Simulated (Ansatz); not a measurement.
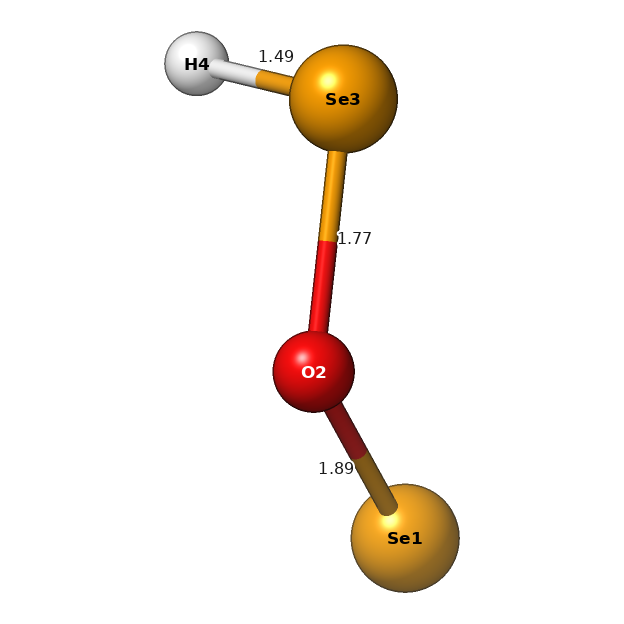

Bond lengths are marked in Å; every bond is drawn as one stick. Charge −1, singlet. Computed geometry: PBE0-D4/def2-TZVPD optimisation. No frequency run is at hand to confirm it as a minimum.

Which of the marked bonds are single, double, triple or aromatic?

Answer. Se1–O2 single; O2–Se3 single; Se3–H4 single. This is one Lewis structure.

Give the structure as SMILES.

Answer. [Se-]O[SeH]
